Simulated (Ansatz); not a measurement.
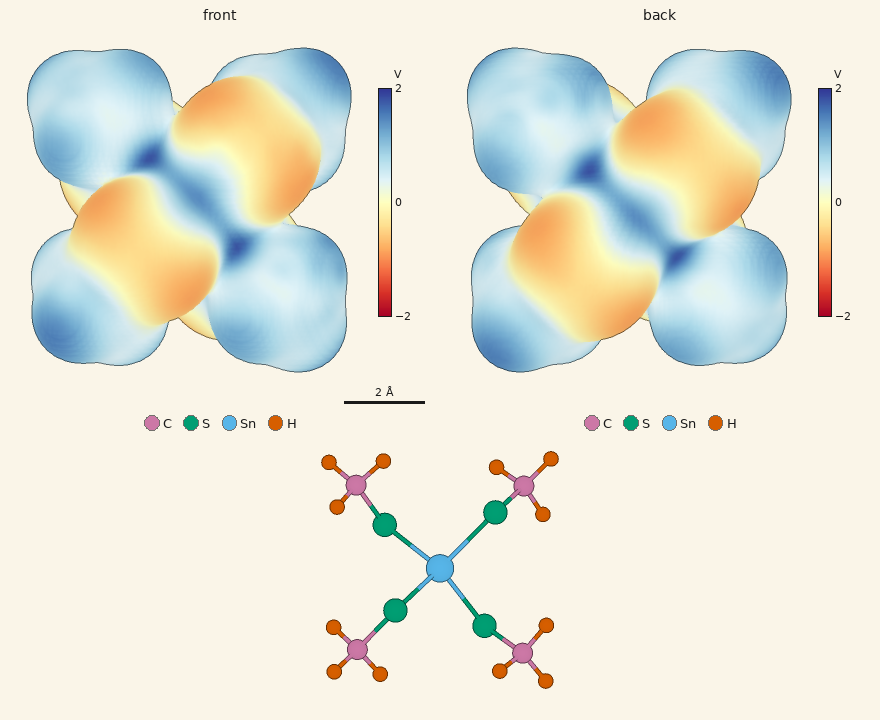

C$_{4}$H$_{12}$S$_{4}$Sn (SMILES C[S][Sn]([S]C)([S]C)[S]C). The electrostatic potential painted on the density surface at 0.004 e/bohr³, seen from the front and from behind; the colour scale runs from red (negative) to blue (positive). The bare structure is drawn below in the same view.

Geometry: PBE0-D4/def2-TZVP; core potentials replace the inner electrons of Sn.

Level of theory: RKS PBE0-D4/def2-TZVPP (Ansatz 0.2.0).

Input

```
crystal:
  periodic: [false, false, false]
  atoms:
    - {symbol: C, position_ang: [-1.441913, -2.225319, 1.787124]}
    - {symbol: S, position_ang: [0.263010, -1.590096, 1.768904]}
    - {symbol: Sn, position_ang: [-0.006632, -0.002427, 0.002343]}
    - {symbol: S, position_ang: [-1.691731, 1.604994, 0.541857]}
    - {symbol: C, position_ang: [-0.930502, 2.253409, 2.061961]}
    - {symbol: S, position_ang: [-0.718211, -1.070330, -2.014451]}
    - {symbol: C, position_ang: [0.696000, -2.199488, -2.203152]}
    - {symbol: S, position_ang: [2.120965, 1.048358, -0.286968]}
    - {symbol: C, position_ang: [1.653055, 2.174778, -1.637096]}
    - {symbol: H, position_ang: [-1.478206, -2.983165, 2.569674]}
    - {symbol: H, position_ang: [-1.701515, -2.684290, 0.833531]}
    - {symbol: H, position_ang: [-2.154300, -1.435019, 2.022404]}
    - {symbol: H, position_ang: [0.041623, 2.700577, 1.855953]}
    - {symbol: H, position_ang: [-0.825204, 1.472023, 2.814117]}
    - {symbol: H, position_ang: [-1.604785, 3.022673, 2.438265]}
    - {symbol: H, position_ang: [0.767937, -2.885200, -1.359351]}
    - {symbol: H, position_ang: [1.629323, -1.647406, -2.310646]}
    - {symbol: H, position_ang: [0.512510, -2.771006, -3.112950]}
    - {symbol: H, position_ang: [1.324973, 1.621007, -2.516353]}
    - {symbol: H, position_ang: [0.870010, 2.863838, -1.321726]}
    - {symbol: H, position_ang: [2.549191, 2.742790, -1.886743]}
basis:
  gaussian: {orbitals: def2-TZVPP}
hamiltonian: {xc: pbe0, dispersion: d4}
output: {orbitals: {seedname: orbitals}}
```

Command:

```sh
ansatz run in.yaml --threads 4 --pin off --events-out ev --progress --plain --max-ram 46080MiB --backend cuda --devices 0, --max-vram 37GiB
```

Q: Where is the surface potential most negative and most positive?

A: The most negative region (about −0.8 V) lies over S2, S4, S6 and S8, the most positive (about +1.7 V) over Sn3.
